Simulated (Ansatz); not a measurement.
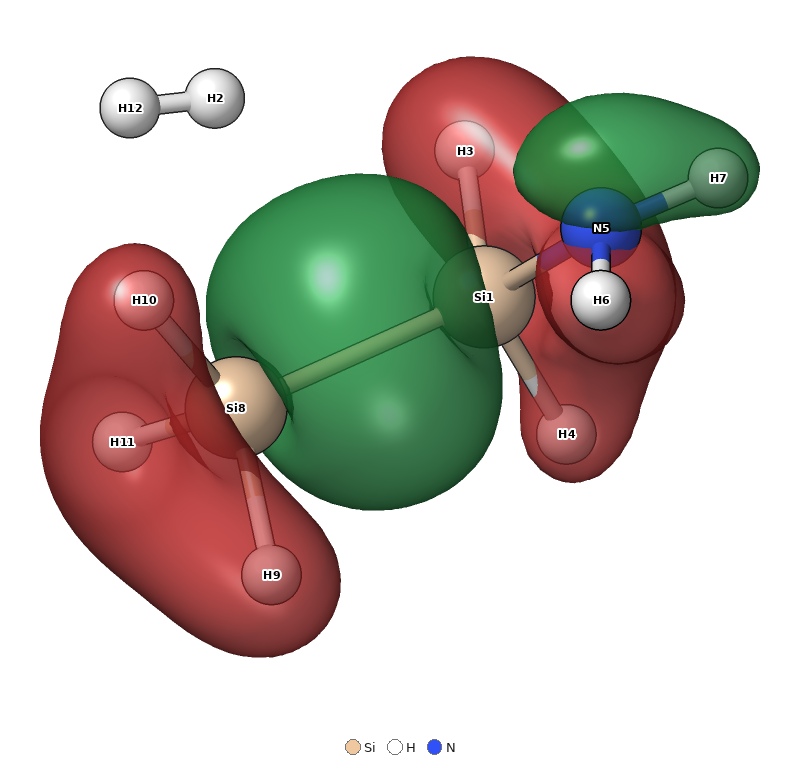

Figure 1: H$_{7}$NSi$_{2}$···H$_{2}$. The HOMO−1 at ±0.1 Å⁻³ᐟ² (green and red are the two phases), seen at a tilt.

Not at a stationary point (largest force 1.5 eV/Å).

These are results of RKS PBE0-D4/6-31G* (Ansatz 0.2.0), not measurements.

Input

```
crystal:
  periodic: [false, false, false]
  atoms:
    - { symbol: Si, position_ang: [0.0, 0.0, 0.0] }
    - { symbol: H, position_ang: [0.0, 0.0, 1.81] }
    - { symbol: H, position_ang: [1.3768, 0.0, -0.4862] }
    - { symbol: H, position_ang: [-0.6877, 1.1914, -0.4862] }
    - { symbol: "N", position_ang: [-0.8572, -1.4851, -0.6061] }
    - { symbol: H, position_ang: [-1.3922, -2.1014, 0.0704] }
    - { symbol: H, position_ang: [-0.8219, -1.7344, -1.6357] }
    - { symbol: Si, position_ang: [-2.3914, 0.0, 0.7946] }
    - { symbol: H, position_ang: [-3.1794, -0.9102, -0.0313] }
    - { symbol: H, position_ang: [-2.4426, -0.4389, 2.1861] }
    - { symbol: H, position_ang: [-2.9397, 1.3491, 0.69] }
    - { symbol: H, position_ang: [-0.9452, 0.0, 1.8966] }
basis:
  gaussian: { orbitals: "6-31G*" }
hamiltonian:
  xc: pbe0
  dispersion: d4
relax:
  f_tol: 0.15
  max_steps: 25
  restrain:
    - { distance: [0, 7], at: 2.22, k: 30.0 }
    - { distance: [11, 1], at: 0.66, k: 30.0 }
    - { distance: [0, 1], at: 2.66, k: 30.0 }
    - { distance: [11, 7], at: 2.66, k: 30.0 }
output:
  orbitals: {}
```

Run with:

```sh
ansatz run input.yaml --threads 1 --pin off --max-ram 2048MiB --backend cpu --events-out ev --progress --plain --runs-dir out
```

The fields are those of the run's last geometry, not of the input's.

Where does this orbital lie, and at what energy?

Answer. It lies mainly on Si8 (about 35 %), Si1 (about 35 %), N5 (about 10 %) and H3 (about 5 %). Its energy is −8.34 eV.
